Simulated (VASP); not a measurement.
Band structure of BAs (zinc blende). Level of theory: r2SCAN meta-GGA, VASP's PBE PAW potentials (set 64) (plane waves; VASP).

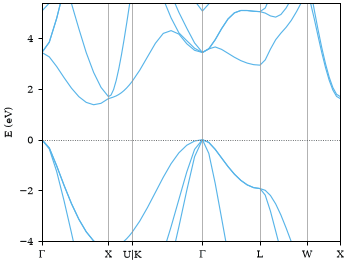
Figure. Bands along high-symmetry lines, zero at the valence-band maximum or, without a gap, the Fermi level

Question: Read the plot: is there a gap, and where are the band edges?

Answer: The gap is indirect, 1.38 eV, from the valence maximum at Γ to the conduction minimum at Γ-X at 0.78.

Measured: gap 1.82 eV (computed value off by -0.44 eV), as given by Wikipedia, List of semiconductor materials.

The compound is BAs in the zinc blende structure. It was relaxed first.
